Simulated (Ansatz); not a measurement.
MgO (rock salt) is sheared across one {100} plane: the third cell vector gains the shift, so faults repeat every 6.4 Å. The cut lies between planes 2.13 Å apart; the cell height is held.

```
CELL_PARAMETERS angstrom
      3.00835     0.00000     0.00000
      0.00000     3.00835     0.00000
      1.50418     1.50418     6.38167
ATOMIC_POSITIONS crystal
  O  0.00000 0.00000 0.83333
  O  0.33333 0.33333 0.16667
  O  0.66667 0.66667 0.50000
  Mg 0.50000 0.50000 0.83333
  Mg 0.83333 0.83333 0.16667
  Mg 0.16667 0.16667 0.50000
```

In-plane vectors a = (3.008, 0.000) Å, b = (0.000, 3.008) Å, area 9.05 Å². The shift is x·a + y·b, and the map repeats with period 1 in x and y. The shift is rigid: no atom relaxes. γ = [E(shift) − E(0)] / area.

Level of theory: PBE (plane waves to 420 eV, PAW, scalar-relativistic; Ansatz, a first-principles code). k mesh 9×9×9 (Γ-centred), Fermi-Dirac smearing 0.05 eV. Energies are extrapolated to zero smearing. Faults lie only 6.4 Å apart, and holding the cell height and the atoms raises γ above its relaxed value. MgO was relaxed with its symmetry unable to fall. The PAW data are Ansatz's earlier set. The zero of γ is zero shift.

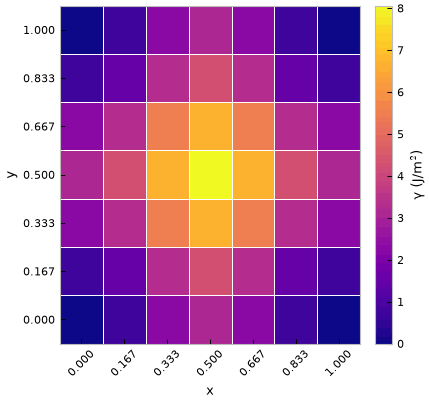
γ (J/m²), one tile a computed point (the last row and column repeat the first).

Task: Where does the grid have local minima besides zero shift?

Result: No grid point is one.

Task: Stepping between nearest grid points (4 neighbours each), what is the highest γ met on the easiest way from zero shift to the shift a?

Result: About 3.1 J/m².

Task: Which grid point, or set of equal points, is the highest, and at what γ?

Result: x = 0.500, y = 0.500 (about 8.1 J/m²).

(The slope of γ gives the shear force per area between the displaced halves; near zero shift its curvature is an elastic stiffness.)
